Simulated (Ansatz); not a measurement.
# CH₃SSi: single-point calculation

The run: single-point calculation of CH₃SSi, multiplicity 2. Method and program: UKS PBE-D4/def2-TZVPP (Ansatz 0.2.0).

The geometry comes from this level: PBE0-D4/def2-TZVP.

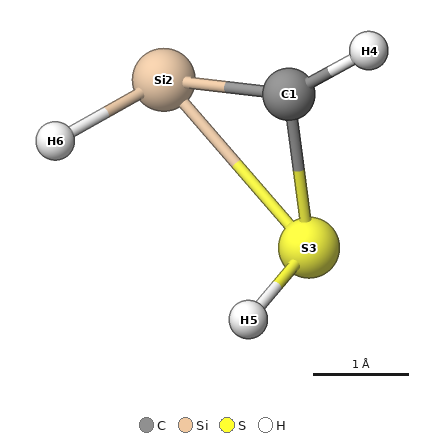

**Figure 1.** The structure (ball-and-stick view, seen at a tilt; atoms are numbered from 1 in the order of the input).

Results in brief

- outcome: converged
- total energy: −19786.8744 eV
- mean-field energy: −19786.7287 eV
- dispersion energy: −0.1457 eV
- ⟨S²⟩: 0.757
- SCF solution under orbital rotations: stable
- hardware: 2 threads of Arm Neoverse V2, 23 GiB of memory available, shared host
- wall time: 2.7 s (CPU time 5.1 s)
- peak memory: 0.19 GiB

Input file
```yaml
crystal:
  periodic: [false, false, false]
  atoms:
    - {symbol: C, position_ang: [-0.380917, -0.286113, -0.347747]}
    - {symbol: Si, position_ang: [-0.423858, 0.721886, 1.150823]}
    - {symbol: S, position_ang: [-0.266846, -1.636226, 0.819438]}
    - {symbol: H, position_ang: [-0.787556, -0.479485, -1.330379]}
    - {symbol: H, position_ang: [1.063304, -1.881827, 0.750112]}
    - {symbol: H, position_ang: [1.073583, 0.887339, 1.383789]}
basis:
  gaussian: {orbitals: def2-TZVPP}
magnetization: {spin_polarized: true, initial_magnetization: 1}
hamiltonian: {xc: pbe, dispersion: d4}
```

Run as:
```bash
ansatz run in.yaml --threads 2 --pin off --events-out ev --progress --plain --max-ram 4352MiB
```

The program's output
```
Functional definition: PBE
  name "PBE"
  cite "Perdew, Burke & Ernzerhof, Phys. Rev. Lett. 77, 3865 (1996) doi:10.1103/PhysRevLett.77.3865"
  parent pbe
  parameter kappa = 0.804
  parameter beta = 0.06672455060314922
  exchange = pbe_x(kappa = kappa, mu = beta*pi^2/3)
  correlation = pbe_c(beta = beta)
929 factors; their error is unknown
mean field evaluation 1: about -19773.5639 eV, gradient 5.1e1 eV
mean field evaluation 2: about -19707.5749 eV, gradient 9.5e1 eV
mean field evaluation 4: about -19784.4969 eV, gradient 1.8e1 eV
mean field evaluation 8: about -19786.7522 eV, gradient 3.6e-1 eV
mean field evaluation 16: about -19786.7287 eV, gradient 9.4e-4 eV
mean field -19786.72870803 eV, -727.1488680935 hartree, gradient 4.5e-5 eV, S^2 0.756826; 0 other end points of the search recorded, 0 dependent functions left out
reference -19786.72874170 eV, -727.1488693310 hartree; 20, 19 occupied and 137, 138 virtual orbitals, 929 factors
Total energy: -19786.87439779 eV, -727.1542220937 hartree
```
